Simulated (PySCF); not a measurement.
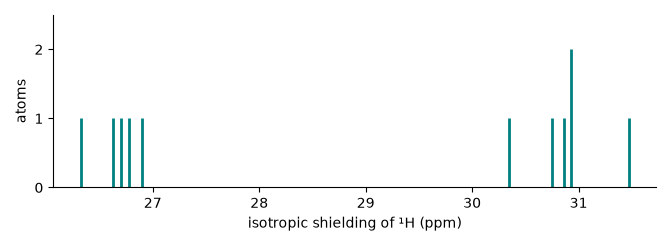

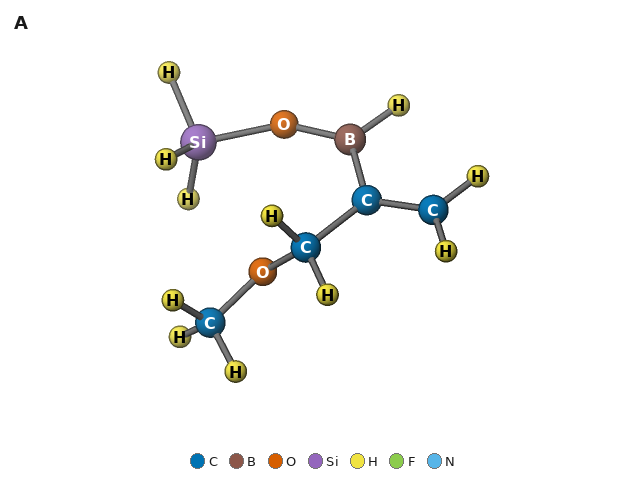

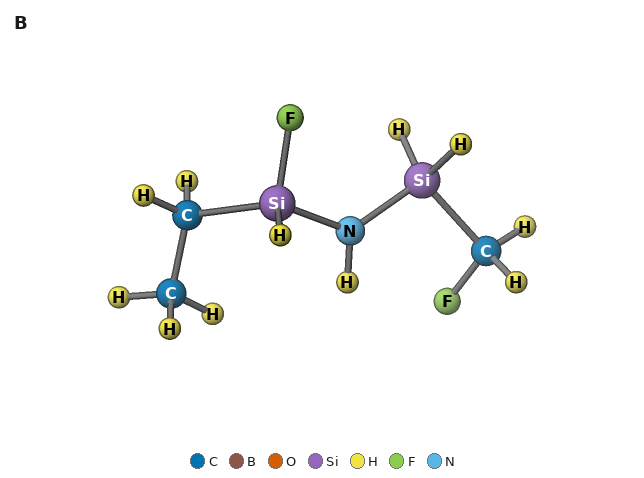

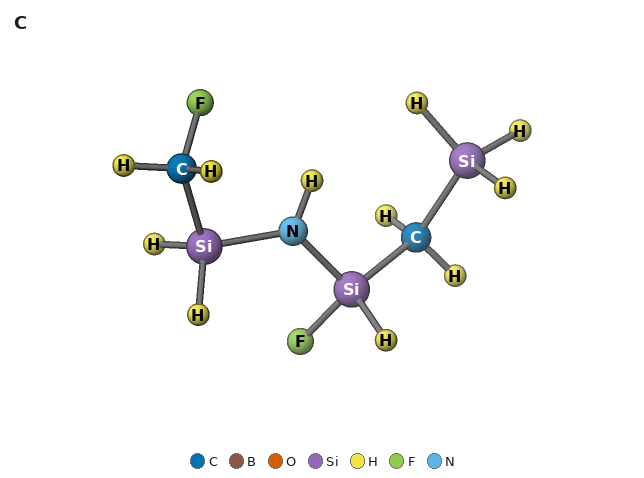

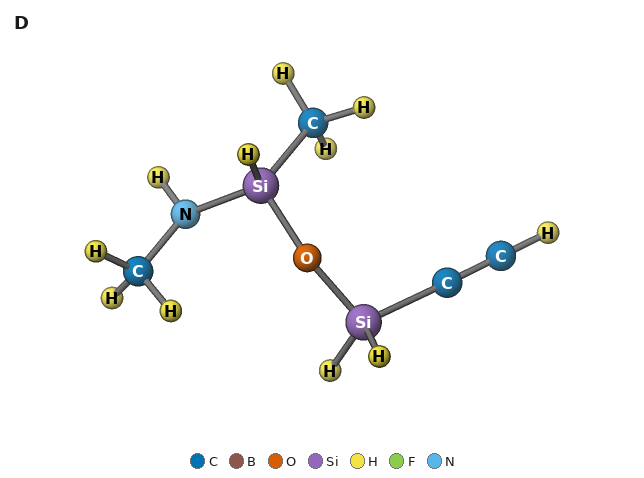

The sticks are computed shieldings of one of the molecules, for one fixed geometry (GFN2-xTB) without averaging over rotations. Low shielding means a high chemical shift. Method: GIAO PBE0/pcSseg-1 NMR shielding, non-relativistic, gas phase (PySCF 2.14.0).

Question: Which molecule gives this pattern?

Answer: B, `CC[Si@H](F)N[SiH2]CF`. Its 11 H atoms give lines at 26.32, 26.62, 26.70, 26.78, 26.90, 30.35, 30.75, 30.86, 30.93 (2 atoms), 31.47 ppm.

The geometry is semi-empirical. Around B, Si such bond lengths and angles can be off by a tenth of an ångström or more and by several degrees, and values that hang on the shape move with them.
